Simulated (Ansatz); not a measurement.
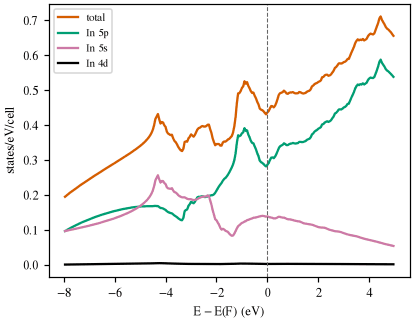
Figure. Total and projected density of states of In (body-centred tetragonal, I4/mmm), PBE+D3(BJ) (plane waves, PAW; program Ansatz)

### Question
Which orbitals carry the states next to the Fermi level?

### Answer
Within 0.5 eV of the Fermi level: In 5p 67 %, In 5s 30 %. Projections are on Löwdin-orthogonalised atomic valence shells; empty p or d shells of many metals are not among them.

### Question
Where is the tallest occupied peak in this window, and what makes it?

### Answer
Near -0.9 eV, about 0.53 states/eV per cell; the largest projected share is In 5p.

Its axis ratio c/a = 1.33 departs by over 6 % from that of the usual cell of this phase: another minimum, or an error of the functional. The PBE+D3(BJ) relaxation kept the symmetry of its start; whether a distortion lowers the energy is not shown. The pairwise dispersion correction was not fitted to metals. Scalar-relativistic: spin–orbit coupling is off unless named, which matters more the heavier the elements.

Potentials: the earlier of the program's two PAW sets.
